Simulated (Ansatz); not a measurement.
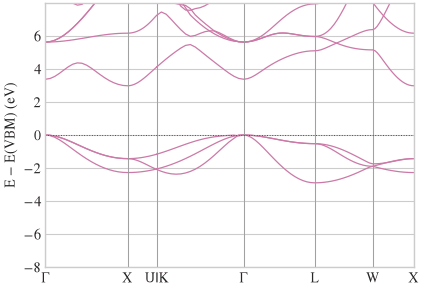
*Band structure from PBE (plane waves, PAW; program Ansatz)*

Read off the gap and where the band edges lie.

About 3.0 eV (2.98 eV by a search for the band edges); maximum at Γ, minimum at X.

The material is Li2Se (anti-fluorite, space group No. 225).

Space group Fm-3m (anti-fluorite). The cell was relaxed with PBE under the symmetry of its start. Spin–orbit coupling is left out wherever it is not named.

Potentials: the later of the program's two PAW sets.
